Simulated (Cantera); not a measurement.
Input: 1 mol FeS2, 2.8 mol O2, 2.2 mol H2O, held at 0.160 bar.

These are equilibrium values from Cantera (NASA tables, ideal gas, pure condensed phases), not measurements of a reactor. Candidate condensed phases: Fe, FeO, Fe(OH)2, Fe(OH)3, FeS, FeSO4, FeS2, Fe2O3, Fe2(SO4)3, Fe3O4, H2O, H2SO4, S; 22 gas species. The numbers say what is thermodynamically allowed, not how fast it happens.

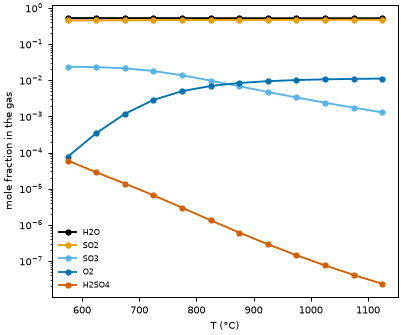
Figure. Equilibrium gas composition (values under 1e-9 drawn at 1e-9)

Problem. Read off the mole fractions at 575 °C.

Solution. H2O about 0.52, SO2 about 0.45, SO3 about 0.024, O2 about 7.6e-5, H2SO4 about 6.0e-5.
